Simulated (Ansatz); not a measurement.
Sn: pressure series

Start from Sn in the diamond structure (space group Fd-3m, No. 227; a = 6.656 Å).

Cell and atoms are relaxed at each pressure.

Computed with PBE, PAW, 420 eV (Ansatz, a program for electronic structure; no SOC), earlier PAW set.

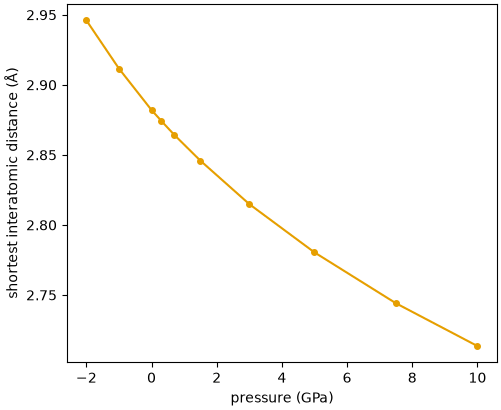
Shortest interatomic distance against pressure

```json
[
 {"pressure (GPa)": "-2", "shortest interatomic distance": "2.946 Å"},
 {"pressure (GPa)": "-1", "shortest interatomic distance": "2.912 Å"},
 {"pressure (GPa)": "0.3", "shortest interatomic distance": "2.874 Å"},
 {"pressure (GPa)": "0.7", "shortest interatomic distance": "2.864 Å"},
 {"pressure (GPa)": "1.5", "shortest interatomic distance": "2.846 Å"},
 {"pressure (GPa)": "3", "shortest interatomic distance": "2.815 Å"},
 {"pressure (GPa)": "5", "shortest interatomic distance": "2.780 Å"},
 {"pressure (GPa)": "7.5", "shortest interatomic distance": "2.744 Å"},
 {"pressure (GPa)": "10", "shortest interatomic distance": "2.714 Å"}
]
```

Load acts through the strain it causes; cell and atoms are relaxed under it. Stability against distortions was not tested. Tetrahedral semiconductors of this kind turn to denser phases somewhere between about 1 and 50 GPa; those were not computed, so compressed cells here can lie past the real transition.
